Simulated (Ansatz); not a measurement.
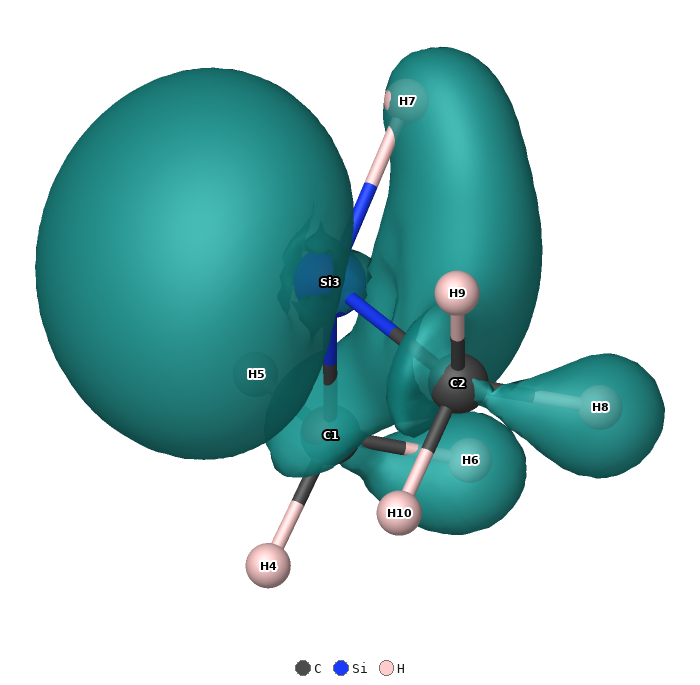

*C₂H₇Si (doublet). Isosurfaces of the spin density (α minus β) at +0.015 (teal) and −0.015 e/Å³ (pink), seen at an oblique angle.*

Geometry: PBE0-D3(BJ)/def2-SVP.

These are results of Ansatz, isolated molecule in a Gaussian basis; Kohn-Sham density functional theory, functional PBE0, not measurements.

```xyz
10

C     0.6767   -1.4854    0.4426
C     3.1750    0.3011   -0.1197
Si    1.2928    0.1919   -0.1602
H     0.9990   -1.6751    1.4781
H    -0.4219   -1.5396    0.4121
H     1.0755   -2.2961   -0.1913
H     0.7850    0.4656   -1.5471
H     3.6228   -0.4726   -0.7669
H     3.5240    1.2831   -0.4731
H     3.5568    0.1509    0.9020
```

### Which atoms carry the spin?

The unpaired spin (1 electron) lies mostly on Si3 (about 0.8), in electrons by Hirshfeld's partition. Only one sign reaches the isovalue.
